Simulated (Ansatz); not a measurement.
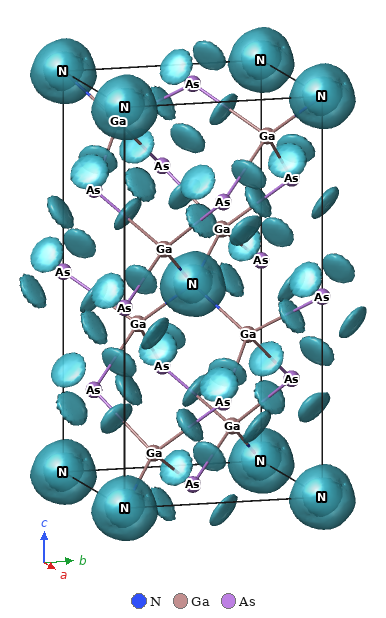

Figure. Ga$_{4}$As$_{3}$N. Isosurface of the electron localisation function at 0.75 (cyan), seen slightly off an axis. Only the valence region is drawn (cores and ρ < 0.01 e/Å³ removed). Sticks mark near contacts.

Space group I-42m; started from the ordered alloy on zincblende lattice prototype, which need not be the ambient phase.

All numbers below come from Ansatz 0.2.0, DFT, r2SCAN, plane waves, PAW.

Core electrons are frozen (PAW), and the valence fields are smoothed inside the atomic spheres.

**What do the ELF domains correspond to?**

The ELF exceeds this value in 24 regions between bonded As–Ga atoms (shared pairs) and two regions wrapped around N (the valence shell of each), counted in one cell of 16 atoms. Regions shared between cells count once.

Values along the shortest contacts:
Ga–N (2.01 Å): the ELF peaks at about 0.85 in the valence shell of N, 0.7 Å from its nucleus, and is about 0.45 at the midpoint. Ga–As (2.42 Å): the ELF peaks at about 0.80 between the atoms: a shared electron pair.
